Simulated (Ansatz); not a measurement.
Nudged elastic band of C$_{3}$H$_{8}$N$_{2}$Si

C$_{3}$H$_{8}$N$_{2}$Si, SMILES NC1=CC[SiH]1N, computed with RKS B3LYP-D4/STO-3G (Ansatz 0.2.0).

It belongs to a series of runs on one base structure; here: band between the two ends. Figures and captions count atoms from 1; the log counts them from 0 in places.

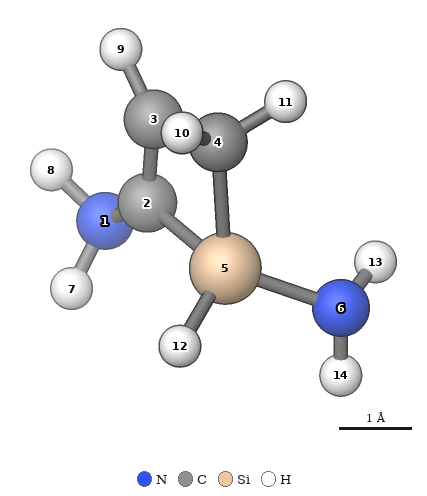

**Figure 1.** The input geometry (ball-and-stick view, seen at a tilt; atoms are numbered from 1 in the order of the input). Bond lengths as drawn: C–C 1.36 to 1.55 Å, C–H 1.10 Å, C–N 1.44 Å, C–Si 1.87 to 1.89 Å, H–N 1.05 Å, H–Si 1.45 Å and N–Si 1.76 Å.

Input file
```yaml
crystal:
  periodic: [false, false, false]
  atoms:
    - { symbol: "N", position_ang: [0.443013, 0.324407, -2.231782] }
    - { symbol: C, position_ang: [0.480664, 0.047906, -0.816555] }
    - { symbol: C, position_ang: [1.091364, -0.965847, -0.148532] }
    - { symbol: C, position_ang: [0.620235, -0.833292, 1.32037] }
    - { symbol: Si, position_ang: [-0.379833, 0.66017, 0.730748] }
    - { symbol: "N", position_ang: [-2.120043, 0.534418, 0.933621] }
    - { symbol: H, position_ang: [0.478917, 1.362124, -2.408009] }
    - { symbol: H, position_ang: [1.284355, -0.090394, -2.711995] }
    - { symbol: H, position_ang: [1.779359, -1.731197, -0.533242] }
    - { symbol: H, position_ang: [1.432274, -0.648671, 2.042037] }
    - { symbol: H, position_ang: [0.035451, -1.695172, 1.681042] }
    - { symbol: H, position_ang: [-0.003677, 1.984045, 1.184725] }
    - { symbol: H, position_ang: [-2.518428, -0.319703, 0.476115] }
    - { symbol: H, position_ang: [-2.63665, 1.342007, 0.510158] }
basis:
  gaussian: { orbitals: STO-3G }
hamiltonian:
  xc: b3lyp
  dispersion: d4
neb:
  order_check: false
  images: 7
  f_tol: 0.03
  max_iterations: 59
  initial_path: idpp
  final_atoms:
    - { symbol: "N", position_ang: [0.5366243, 0.35814257, -2.26555031] }
    - { symbol: C, position_ang: [0.5079944, 0.05636711, -0.85893758] }
    - { symbol: C, position_ang: [1.09197648, -0.96546099, -0.17720125] }
    - { symbol: C, position_ang: [0.55365765, -0.857076, 1.2688738] }
    - { symbol: Si, position_ang: [-0.39737855, 0.67026458, 0.6482678] }
    - { symbol: "N", position_ang: [-2.14857963, 0.71554636, 0.54206644] }
    - { symbol: H, position_ang: [0.51525081, 1.39666324, -2.43069944] }
    - { symbol: H, position_ang: [1.41612147, -0.00929196, -2.71284092] }
    - { symbol: H, position_ang: [1.79785493, -1.72300469, -0.54403309] }
    - { symbol: H, position_ang: [1.33128152, -0.69499553, 2.03314649] }
    - { symbol: H, position_ang: [-0.05282399, -1.72316165, 1.58154446] }
    - { symbol: H, position_ang: [0.01075192, 1.94505099, 1.20398706] }
    - { symbol: H, position_ang: [-2.6043037, 1.01354002, 1.43683358] }
    - { symbol: H, position_ang: [-2.57142663, -0.21178304, 0.30324398] }
```

Run on 1 thread of Arm Neoverse V1, 24 GiB of memory available, shared host.

Run as:
```bash
ansatz run input.yaml --threads 1 --pin off --max-ram 2048MiB --backend cpu --events-out ev --progress --plain --runs-dir out
```

What the program printed
```
Engine: ansatz 0.2.0, aarch64-unknown-linux-gnu
Functional definition: B3LYP
  parameter a0 = 0.2
  parameter ax = 0.72
  parameter ac = 0.81
  exchange = (1 - a0 - ax)*slater_x + ax*b88_x + a0*exact_x
  correlation = (1 - ac)*vwn_rpa_c + ac*lyp_c
612 factors; integrals over basis functions are off by at most 1.4e-5 eV
mean field evaluation 1: about -13926.8808 eV, gradient 2.5e1 eV
mean field evaluation 2: about -13926.8965 eV, gradient 2.6e1 eV
mean field evaluation 4: about -13928.8033 eV, gradient 1.9e0 eV
mean field evaluation 8: about -13928.7253 eV, gradient 3.4e-2 eV
mean field -13928.72530135 eV, -511.8712135956 hartree, gradient 3.1e-5 eV, S^2 0.000000; 0 other end points of the search recorded, 0 dependent functions left out
the calculation of the forces begins
reference -13928.72552890 eV, -511.8712219577 hartree; 27, 27 occupied and 15, 15 virtual orbitals, 612 factors
612 factors; integrals over basis functions are off by at most 3.3e-5 eV
mean field evaluation 16: about -13926.8620 eV, gradient 2.5e1 eV
mean field -13928.70565683 eV, -511.8704916727 hartree, gradient 2.7e-5 eV, S^2 0.000000; 0 other end points of the search recorded, 0 dependent functions left out
[... from here on the field's lines of each further geometry are left out, up to the last ...]
NEB iter   1: max|band force component| = 1.501e0 eV/Å  barrier→ = 0.2612 eV  barrier← = 0.2419 eV  Δτ_max = 0.1191 Å  (212 SCF iters)
NEB iter   2: max|band force component| = 6.034e-1 eV/Å  barrier→ = 0.1615 eV  barrier← = 0.1423 eV  Δτ_max = 0.0802 Å  (187 SCF iters)
NEB iter   3: max|band force component| = 3.134e-1 eV/Å  barrier→ = 0.1473 eV  barrier← = 0.1280 eV  CI = image 4  Δτ_max = 0.0621 Å  (190 SCF iters)
NEB iter   4: max|band force component| = 2.491e-1 eV/Å  barrier→ = 0.1399 eV  barrier← = 0.1206 eV  CI = image 4  Δτ_max = 0.0460 Å  (191 SCF iters)
NEB iter   5: max|band force component| = 1.633e-1 eV/Å  barrier→ = 0.1368 eV  barrier← = 0.1175 eV  CI = image 4  Δτ_max = 0.0209 Å  (190 SCF iters)
the calculation of the forces begins
reference -13928.69079502 eV, -511.8699455111 hartree; 27, 27 occupied and 15, 15 virtual orbitals, 612 factors
613 factors; integrals over basis functions are off by at most 3.0e-5 eV
mean field evaluation 480: about -13928.6699 eV, gradient 1.5e0 eV
mean field -13928.58823481 eV, -511.8661764932 hartree, gradient 8.6e-6 eV, S^2 0.000000; 1 other end points of the search recorded, 0 dependent functions left out
the calculation of the forces begins
reference -13928.58845966 eV, -511.8661847562 hartree; 27, 27 occupied and 15, 15 virtual orbitals, 613 factors
NEB iter   6: max|band force component| = 2.621e-2 eV/Å  barrier→ = 0.1354 eV  barrier← = 0.1161 eV  CI = image 4  Δτ_max = 0.0000 Å  (354 SCF iters)
```

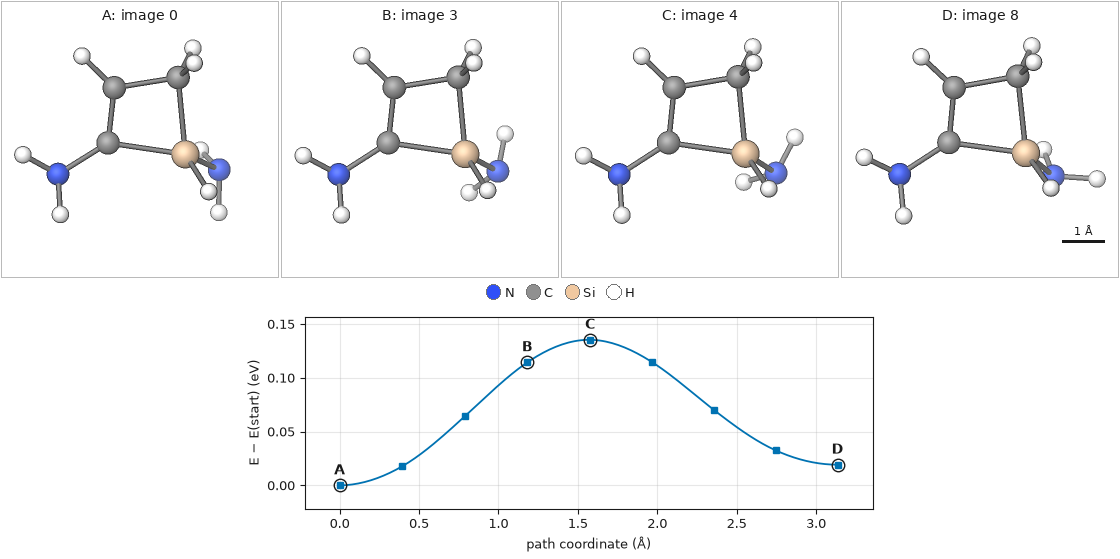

**Figure 2.** Images of the last band (counted from 0; ball-and-stick, seen at a tilt) above the energy along the path; the line is a cubic interpolation that uses the forces. The highest image is number 4, 0.135 eV above the start and 0.116 eV above the end (the climbing image); the end lies 0.019 eV above the start. The path is 3.14 Å long. The band converged in 6 iterations.

```
Total energy: -13929.10570736 eV, -511.8851932584 hartree
Atom 0 at     0.493411     0.697174    -2.142835 Å, force    -0.001216    -0.001778    -0.004045 eV/Å
Atom 1 at     0.490685     0.203701    -0.790064 Å, force     0.006833    -0.002116    -0.013741 eV/Å
Atom 2 at     1.026194    -0.935220    -0.275425 Å, force     0.004722     0.007730     0.001599 eV/Å
Atom 3 at     0.534306    -0.994247     1.192483 Å, force     0.010070     0.007044    -0.007520 eV/Å
Atom 4 at    -0.361970     0.632105     0.809942 Å, force    -0.013077    -0.007584     0.008197 eV/Å
Atom 5 at    -2.149872     0.662390     0.841598 Å, force     0.002899     0.002430     0.016983 eV/Å
Atom 6 at     0.581708     1.745959    -2.160250 Å, force    -0.000682     0.001073     0.001020 eV/Å
Atom 7 at     1.315352     0.313095    -2.677873 Å, force     0.002311    -0.001039     0.000608 eV/Å
Atom 8 at     1.673774    -1.675720    -0.765202 Å, force    -0.002289    -0.001593     0.002149 eV/Å
Atom 9 at     1.341942    -0.962742     1.941401 Å, force     0.000698    -0.002167     0.001606 eV/Å
Atom 10 at    -0.100888    -1.867757     1.413140 Å, force    -0.003689     0.000127     0.002082 eV/Å
Atom 11 at     0.136155     1.811775     1.491616 Å, force     0.003944    -0.001426    -0.000089 eV/Å
Atom 12 at    -2.489251    -0.226157     1.296635 Å, force    -0.015296     0.008169    -0.013273 eV/Å
Atom 13 at    -2.504544     0.566447    -0.146465 Å, force     0.004772    -0.008870     0.004424 eV/Å
Dipole moment:     0.198115     0.015718    -0.134446 e Å
this run last wrote the band of iteration 6 to [file]
```

The last band as extended XYZ (Å, eV, eV/Å)
```
14
Properties=species:S:1:pos:R:3:forces:R:3 image=0 energy=-13929.24086
N     0.4430    0.3244   -2.2318   -0.0022   0.0012   0.0087
C     0.4807    0.0479   -0.8166   -0.0058   0.0015  -0.0018
C     1.0914   -0.9658   -0.1485    0.0087   0.0017  -0.0036
C     0.6202   -0.8333    1.3204   -0.0010   0.0026   0.0090
Si   -0.3798    0.6602    0.7307   -0.0058  -0.0058  -0.0022
N    -2.1200    0.5344    0.9336    0.0009  -0.0006  -0.0106
H     0.4789    1.3621   -2.4080    0.0023   0.0027  -0.0067
H     1.2844   -0.0904   -2.7120    0.0024  -0.0008  -0.0038
H     1.7794   -1.7312   -0.5332   -0.0005  -0.0015  -0.0004
H     1.4323   -0.6487    2.0420    0.0024  -0.0020   0.0006
H     0.0355   -1.6952    1.6810   -0.0023   0.0022   0.0008
H    -0.0037    1.9840    1.1847    0.0007  -0.0039  -0.0003
H    -2.5184   -0.3197    0.4761   -0.0003   0.0025   0.0045
H    -2.6366    1.3420    0.5102    0.0004   0.0002   0.0057
14
Properties=species:S:1:pos:R:3:forces:R:3 image=1 energy=-13929.22306
N     0.4560    0.4310   -2.2141   -0.0010  -0.0051  -0.0018
C     0.4816    0.0929   -0.8128    0.0013  -0.0002  -0.0015
C     1.0563   -0.9657   -0.1833    0.0069   0.0055   0.0025
C     0.5935   -0.8665    1.2923    0.0106  -0.0048   0.0012
Si   -0.3649    0.6709    0.7534    0.0142  -0.0026  -0.0001
N    -2.1106    0.5480    0.9575   -0.0246  -0.0181   0.0078
H     0.5231    1.4739   -2.3450   -0.0023  -0.0073  -0.0046
H     1.2842    0.0123   -2.7132    0.0022  -0.0072   0.0013
H     1.7153   -1.7419   -0.5958    0.0047  -0.0004   0.0027
H     1.4134   -0.7308    2.0155    0.0056   0.0056   0.0027
H    -0.0166   -1.7214    1.6277    0.0076   0.0026   0.0048
H     0.0382    1.9779    1.2341   -0.0087  -0.0066  -0.0081
H    -2.4521   -0.4084    0.6942   -0.0107  -0.0022  -0.0540
H    -2.6305    1.1986    0.3181   -0.0058   0.0409   0.0471
14
Properties=species:S:1:pos:R:3:forces:R:3 image=2 energy=-13929.17655
N     0.4665    0.5273   -2.1917   -0.0031  -0.0090  -0.0046
C     0.4814    0.1320   -0.8062   -0.0020   0.0022   0.0034
C     1.0380   -0.9575   -0.2141    0.0062   0.0053   0.0051
C     0.5686   -0.9069    1.2625    0.0168  -0.0042  -0.0013
Si   -0.3594    0.6666    0.7756    0.0056  -0.0015  -0.0033
N    -2.1220    0.5841    0.9498   -0.0200  -0.0398   0.0193
H     0.5441    1.5738   -2.2803   -0.0014  -0.0082  -0.0049
H     1.2906    0.1194   -2.7057    0.0034  -0.0098   0.0015
H     1.6886   -1.7267   -0.6524    0.0030  -0.0038   0.0052
H     1.3866   -0.8128    1.9942    0.0075   0.0070   0.0046
H    -0.0566   -1.7650    1.5604    0.0065   0.0067   0.0093
H     0.0890    1.9402    1.3053   -0.0110  -0.0021  -0.0158
H    -2.4284   -0.4209    0.9129   -0.0050  -0.0214  -0.0794
H    -2.6001    1.0173    0.1184   -0.0064   0.0785   0.0608
14
Properties=species:S:1:pos:R:3:forces:R:3 image=3 energy=-13929.12638
N     0.4786    0.6160   -2.1676   -0.0046  -0.0074  -0.0062
C     0.4837    0.1689   -0.7984   -0.0001   0.0016  -0.0015
C     1.0296   -0.9461   -0.2447    0.0046   0.0063   0.0066
C     0.5490   -0.9502    1.2291    0.0138   0.0023  -0.0067
Si   -0.3600    0.6522    0.7946   -0.0029  -0.0059   0.0013
N    -2.1400    0.6273    0.9088   -0.0057  -0.0265   0.0332
H     0.5624    1.6643   -2.2185   -0.0009  -0.0044  -0.0022
H     1.3014    0.2203   -2.6929    0.0026  -0.0072   0.0014
H     1.6791   -1.7013   -0.7086   -0.0004  -0.0037   0.0054
H     1.3621   -0.8900    1.9699    0.0044   0.0039   0.0044
H    -0.0831   -1.8159    1.4873    0.0008   0.0055   0.0088
H     0.1253    1.8805    1.3946   -0.0011   0.0031  -0.0129
H    -2.4463   -0.3582    1.1192   -0.0066  -0.0283  -0.0593
H    -2.5546    0.8030   -0.0440   -0.0039   0.0606   0.0279
14
Properties=species:S:1:pos:R:3:forces:R:3 image=4 energy=-13929.10548
N     0.4934    0.6972   -2.1428   -0.0012  -0.0018  -0.0040
C     0.4907    0.2037   -0.7901    0.0068  -0.0021  -0.0137
C     1.0262   -0.9352   -0.2754    0.0047   0.0077   0.0016
C     0.5343   -0.9942    1.1925    0.0101   0.0070  -0.0075
Si   -0.3620    0.6321    0.8099   -0.0131  -0.0076   0.0082
N    -2.1499    0.6624    0.8416    0.0029   0.0024   0.0170
H     0.5817    1.7460   -2.1603   -0.0007   0.0011   0.0010
H     1.3154    0.3131   -2.6779    0.0023  -0.0010   0.0006
H     1.6738   -1.6757   -0.7652   -0.0023  -0.0016   0.0021
H     1.3419   -0.9627    1.9414    0.0007  -0.0022   0.0016
H    -0.1009   -1.8678    1.4131   -0.0037   0.0001   0.0021
H     0.1362    1.8118    1.4916    0.0039  -0.0014  -0.0001
H    -2.4893   -0.2262    1.2966   -0.0153   0.0082  -0.0133
H    -2.5045    0.5664   -0.1465    0.0048  -0.0089   0.0044
14
Properties=species:S:1:pos:R:3:forces:R:3 image=5 energy=-13929.12616
N     0.5140    0.7732   -2.1180    0.0030   0.0027  -0.0022
C     0.5018    0.2339   -0.7832    0.0103  -0.0034  -0.0215
C     1.0274   -0.9272   -0.3085    0.0069   0.0075  -0.0044
C     0.5239   -1.0409    1.1511    0.0063   0.0063  -0.0054
Si   -0.3650    0.6043    0.8207   -0.0137  -0.0077   0.0119
N    -2.1464    0.6777    0.7667   -0.0008   0.0142  -0.0125
H     0.6015    1.8218   -2.1015   -0.0008   0.0048   0.0037
H     1.3379    0.4050   -2.6609    0.0048   0.0050   0.0004
H     1.6732   -1.6520   -0.8234   -0.0010   0.0005  -0.0014
H     1.3254   -1.0361    1.9074   -0.0017  -0.0069  -0.0022
H    -0.1122   -1.9220    1.3350   -0.0048  -0.0047  -0.0055
H     0.1189    1.7386    1.5843    0.0021  -0.0083   0.0108
H    -2.5441   -0.0360    1.4326   -0.0207   0.0561   0.0277
H    -2.4693    0.3305   -0.1734    0.0101  -0.0659   0.0005
14
Properties=species:S:1:pos:R:3:forces:R:3 image=6 energy=-13929.17064
N     0.5427    0.8465   -2.0917    0.0056   0.0033  -0.0033
C     0.5163    0.2586   -0.7783    0.0094  -0.0045  -0.0185
C     1.0340   -0.9218   -0.3435    0.0095   0.0051  -0.0072
C     0.5157   -1.0908    1.1046    0.0006   0.0022  -0.0027
Si   -0.3709    0.5679    0.8264   -0.0069  -0.0101   0.0101
N    -2.1364    0.6676    0.6992   -0.0041   0.0124  -0.0258
H     0.6218    1.8943   -2.0376   -0.0013   0.0046   0.0051
H     1.3737    0.5018   -2.6389    0.0090   0.0085   0.0015
H     1.6815   -1.6282   -0.8810    0.0040   0.0015  -0.0025
H     1.3092   -1.1140    1.8694   -0.0024  -0.0077  -0.0045
H    -0.1212   -1.9786    1.2492   -0.0020  -0.0071  -0.0096
H     0.0802    1.6633    1.6629   -0.0063  -0.0086   0.0080
H    -2.5972    0.1941    1.5180   -0.0169   0.0749   0.0306
H    -2.4624    0.1102   -0.1299    0.0017  -0.0746   0.0189
14
Properties=species:S:1:pos:R:3:forces:R:3 image=7 energy=-13929.20830
N     0.5823    0.9137   -2.0678    0.0040   0.0020  -0.0051
C     0.5313    0.2751   -0.7795    0.0045  -0.0042  -0.0091
C     1.0511   -0.9162   -0.3783    0.0073   0.0024  -0.0053
C     0.5061   -1.1435    1.0516   -0.0035  -0.0009  -0.0012
Si   -0.3851    0.5219    0.8207    0.0001  -0.0069   0.0055
N    -2.1358    0.6360    0.6587   -0.0060   0.0020  -0.0151
H     0.6359    1.9599   -1.9718   -0.0014   0.0020   0.0030
H     1.4336    0.6074   -2.6063    0.0097   0.0063   0.0029
H     1.7155   -1.5966   -0.9283    0.0072   0.0021  -0.0001
H     1.2846   -1.1952    1.8304   -0.0028  -0.0045  -0.0031
H    -0.1299   -2.0385    1.1486    0.0000  -0.0049  -0.0078
H     0.0334    1.5901    1.7071   -0.0061  -0.0034  -0.0014
H    -2.6327    0.4335    1.5608   -0.0053   0.0451   0.0143
H    -2.5032   -0.0769   -0.0171   -0.0077  -0.0371   0.0225
14
Properties=species:S:1:pos:R:3:forces:R:3 image=8 energy=-13929.22160
N     0.5877    0.5455   -2.2148   -0.0020  -0.0009   0.0020
C     0.5252    0.1194   -0.8418    0.0000   0.0042  -0.0019
C     1.0695   -0.9754   -0.2459   -0.0053  -0.0028  -0.0024
C     0.5076   -0.9825    1.1952    0.0078   0.0003   0.0034
Si   -0.3916    0.6202    0.6999   -0.0023  -0.0037  -0.0046
N    -2.1387    0.7233    0.5701    0.0028  -0.0021   0.0027
H     0.5966    1.5948   -2.2858    0.0011   0.0027  -0.0016
H     1.4654    0.1955   -2.6793    0.0023  -0.0007  -0.0014
H     1.7620   -1.7161   -0.6683   -0.0008   0.0008   0.0005
H     1.2749   -0.9114    1.9834    0.0000  -0.0013   0.0036
H    -0.1270   -1.8561    1.4185    0.0001   0.0018   0.0004
H     0.0394    1.8281    1.3750    0.0001  -0.0009   0.0011
H    -2.6030    0.9522    1.4807   -0.0030   0.0006  -0.0026
H    -2.5812   -0.1667    0.2417   -0.0007   0.0020   0.0008
```

Key numbers

| quantity | value |
| --- | --- |
| outcome | converged |
| barrier, forward | 0.135 eV |
| barrier, backward | 0.116 eV |
| wall time | 2.7 min |
| peak memory | 0.12 GiB |

Notes

The order of the saddle point was not checked.
